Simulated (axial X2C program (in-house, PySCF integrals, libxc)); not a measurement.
## CuB⁻: relativistic diatomic calculation

- system: CuB⁻, single determinant with Ω = 5/2.
- method: BLYP, two-component X2C with atomic mean-field Coulomb and Gaunt terms, Cu dyall-av3z, B dyall-av3z (cores contracted) (axial X2C program (in-house, PySCF integrals, libxc))

**Input file**
```
{"zs": [29, 5], "q": -1, "bas": ["dyall-av3z", "dyall-av3z"], "levels": ["PBE0", "HF", "BLYP", "LDA"], "cc": false, "r0": 1.97, "npts": 10, "nst": 2, "ntry": 6, "opt": {"pick": 2}}
```

The line is the task of a batch: nuclear charges, charge, bases, the levels to run, a first guess of the distance and further settings. This report covers BLYP with spin-orbit coupling. The log is that of the reference distance 1.912 Å.

Launched within a batch (the task file carries these settings):
```bash
python <driver script> task.json out
```

**The program's output**
```
two-component X2C + atomic mean field  BLYP
basis functions 172  fitting functions 965  grid points 5076
iter        total energy     max residual
   1      -1679.204615479     5.95e-02
   2      -1679.105206629     1.05e-01
   3      -1679.123902118     8.84e-02
   4      -1679.205107065     1.99e-02
   5      -1679.182664894     2.67e-02
   6      -1679.212445473     8.80e-03
   7      -1679.213832949     3.86e-03
   8      -1679.214090474     2.22e-03
   9      -1679.214314619     8.85e-04
  10      -1679.214348822     4.34e-04
  11      -1679.214362024     9.30e-05
  12      -1679.214362545     3.28e-05
  13      -1679.214362627     6.84e-06
  14      -1679.214362629     1.15e-06
  15      -1679.214362629     5.92e-07
converged
one-electron -2420.49542346  Coulomb 773.77840926  exact exchange 0.00000000  xc functional -72.11902395  nuclear repulsion 40.13111694  atomic mean-field constant -0.50944142
```

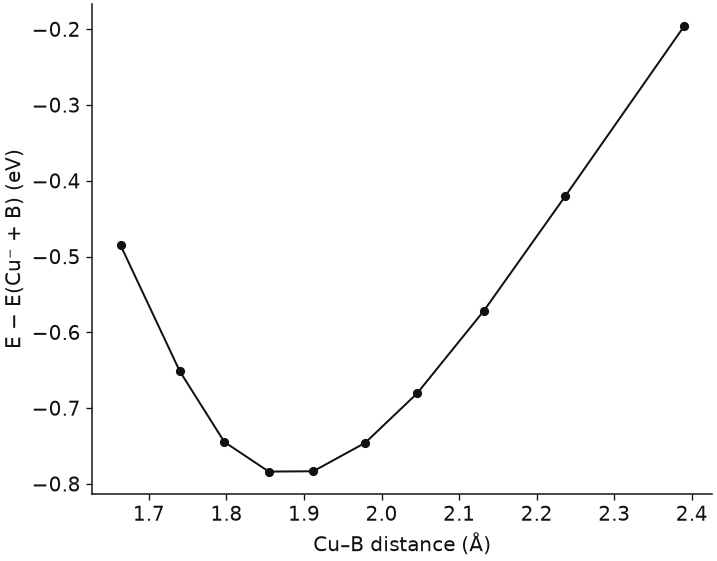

Energy at 10 bond lengths, for one set of occupations held fixed; the line joins the points. A polynomial of degree 6 through 9 points gives rₑ = 1.880 Å, ωₑ = 560.5 cm⁻¹, ωₑxₑ = 9.7 cm⁻¹ and Bₑ = 0.5089 cm⁻¹. The minimum lies 0.79 eV below Cu⁻ + B, each computed as one determinant at the same level.

**What the run reported**

- outcome: converged; a filled level lies above zero
- bond length rₑ: 1.880 Å
- ωₑ: 560.5 cm⁻¹
- energy at the minimum: −1679.21454 hartree
- depth below the fragments: 0.79 eV
- hardware: 1 CPU thread, shared host
- wall time: 9.4 s

**What is odd here**

One thing in this input was made odd on purpose: excited determinant (pick = 2.0). The program ran to the end. Its numbers are those of the input as typed; this run alone doesn't show how far the oddity moves them. The highest filled level (BLYP, up to 1.17 eV) lies above zero. That is common for anions, where the functional's self-interaction leaves the outer electrons unbound; only the finite basis holds them, so such levels depend on it. Limits: at every distance an empty level lies below a filled one, since the occupations are held fixed.
